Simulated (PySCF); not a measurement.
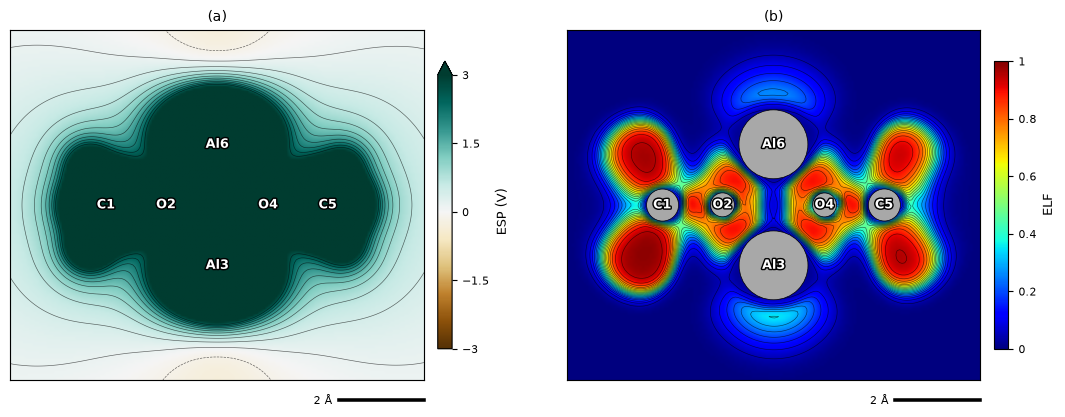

The picture shows: C$_{2}$H$_{10}$Al$_{2}$O$_{2}$. (a) molecular electrostatic potential; (b) ELF on the plane of atoms O2, Al6 and O4. Grey discs cover the atomic cores in the ELF map.

Geometry: PBE0-D3(BJ)/def2-SVP.

Computed with PBE0/def2-SVPD, SCF density, gas phase (PySCF 2.14.0).

```xyz
16

C     2.5174    0.6800    0.0675
O     1.1593    0.3026    0.0611
Al    0.3413   -1.1989   -0.6864
O    -1.1593   -0.3189   -0.0208
C    -2.5152   -0.7028   -0.0280
Al   -0.3503    1.2258    0.6420
H     2.7684    1.2583   -0.8364
H     3.1596   -0.2131    0.1075
H     2.7370    1.2941    0.9547
H     0.6617   -2.5269    0.1299
H     0.4041   -1.1734   -2.2763
H    -2.6008   -1.7989    0.0325
H    -3.0154   -0.3575   -0.9471
H    -3.0365   -0.2743    0.8422
H    -0.4367    1.3005    2.2294
H    -0.6554    2.4996   -0.2617
```

Question: Read the bonding off the picture.

Answer:
- Atoms in the plane: C, O and Al.
- C–O (1.41 Å): the ELF peaks at about 0.90 between the atoms; a shared but strongly polarised pair.
- Al–O (1.86 Å): the ELF peaks at about 0.90 in the valence shell of O, 0.6 Å from its nucleus, and is about 0.45 at the midpoint.
- Outside the dense part of the molecule the potential is most negative (−0.3 V) near H10, which lies off the plane.
